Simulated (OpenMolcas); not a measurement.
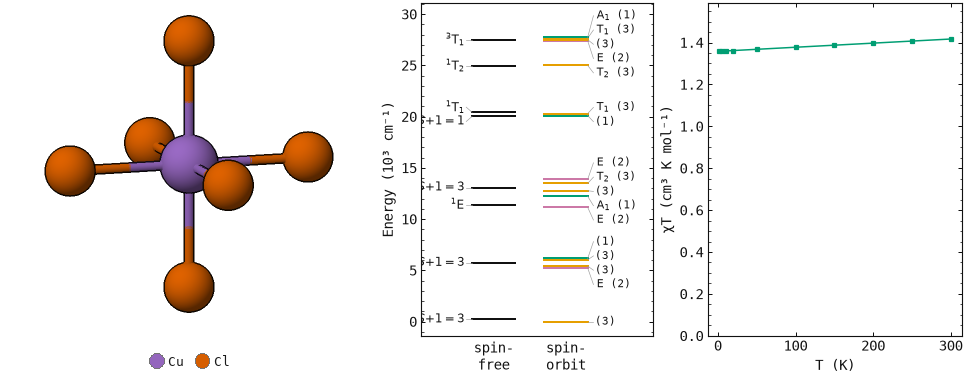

Cu³⁺ (3d⁸) as a dopant in Cs₂NaYCl₆, a cluster with its 6 nearest Cl⁻ at 2.359 Å (octahedron) embedded in model potentials and point charges; the geometry was set, not optimised, and its levels and susceptibility. Labels give the representation in O, Td, D4 or D3 as the site allows (double group for half-integer spin) where it could be assigned and, in brackets, the degeneracy; spin-free states, where drawn, share the zero of the spin-orbit levels. Computed with OpenMolcas: state-averaged CASSCF, active space 8 electrons in the shell 3d, basis ANO-RCC-VDZP on all atoms, DKH2 scalar Hamiltonian, spin-orbit coupling by RASSI with atomic mean-field integrals. Powder susceptibility by Van Vleck's formula.

Q: Give the ground level and the first gap.

A: The ground level is 3-fold degenerate, 100 % from states of spin multiplicity 3. The next level lies at 5,230 cm⁻¹ (E). χT is 1.36 cm³ K mol⁻¹ at 2 K and 1.42 at 300 K, an effective moment of 3.37 μB. The active orbitals hold 68 to 95 % metal character (Löwdin), and the Mulliken charge of the metal is +0.55.

Caveat: covalent bonds, ligand orbitals missing from the active space; the geometry is set by hand, with no relaxation and no charge compensation.
